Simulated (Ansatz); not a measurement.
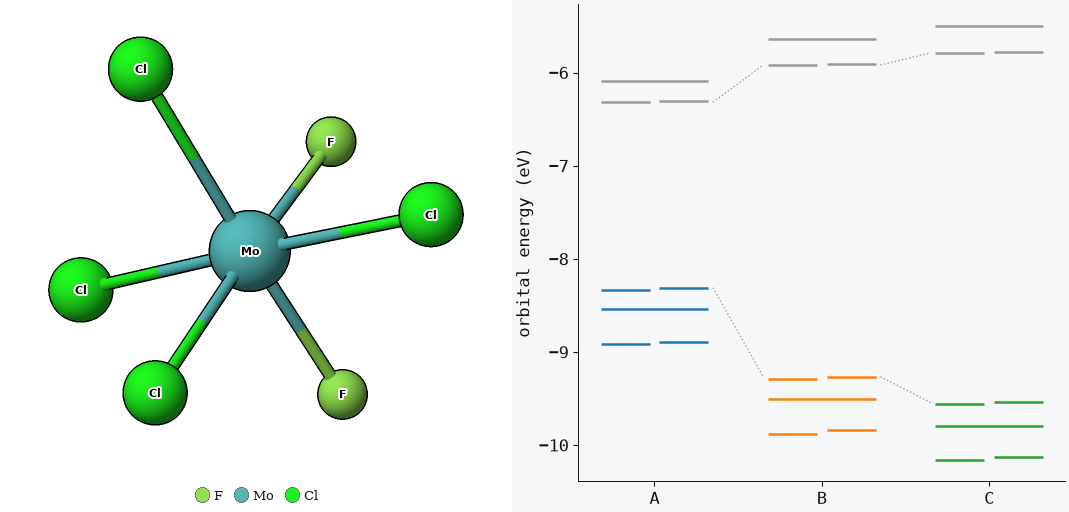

Frontier orbital energies of MoCl₄F₂, SMILES [F][Mo]([F])([Cl])([Cl])([Cl])[Cl], singlet at one geometry, def2-TZVPP, the Ansatz code, at a PBE0-D4/def2-TZVP geometry (a minimum by its frequencies). Empty levels are grey, levels within 0.1 eV stand side by side; all columns show the same few orbitals around the gap. Dotted lines join the HOMOs and the LUMOs.

**The columns come from B3LYP, LDA (SPW92) and PBE0. Which is which?**

A: LDA (SPW92) (HOMO −8.31, LUMO −6.32, separation 1.99 eV)
B: B3LYP (HOMO −9.27, LUMO −5.92, separation 3.35 eV)
C: PBE0 (HOMO −9.54, LUMO −5.79, separation 3.75 eV)

Caveats, for all or some of the runs: core potentials past krypton; empty levels above zero depend strongly on the basis.
